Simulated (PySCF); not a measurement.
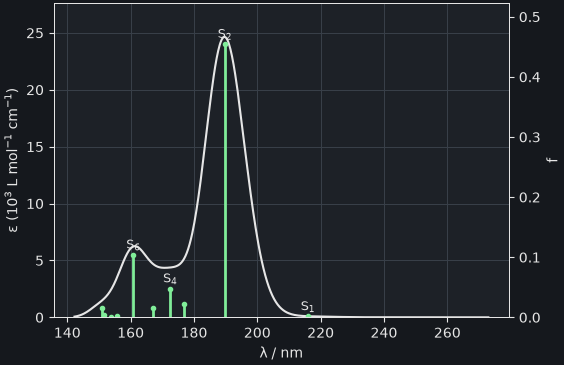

Vertical TDDFT excitations, CAM-B3LYP/def2-SVPD in PySCF, at a PBE0-D3(BJ)/def2-SVP geometry (no frequency check), gas phase. The lowest 10 singlet states are shown; each is broadened by a Gaussian of 1/e half-width 0.30 eV. Sticks give oscillator strengths (right axis).

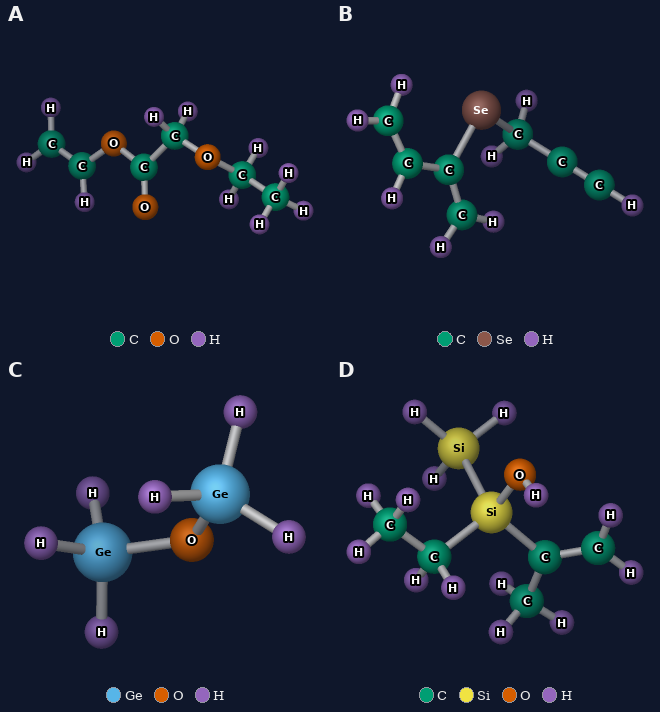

### Whose absorption spectrum is this? Choose among the lettered structures.

Structure A, C₆H₁₀O₃, SMILES C=COC(=O)COCC. Its lowest singlet lies at 5.74 eV (f = 0.001) and the brightest of those computed is S2 at 6.54 eV (190 nm), f = 0.454, mainly HOMO → LUMO (94 %).

Note: one conformer of a flexible molecule; core orbitals are frozen in the response.
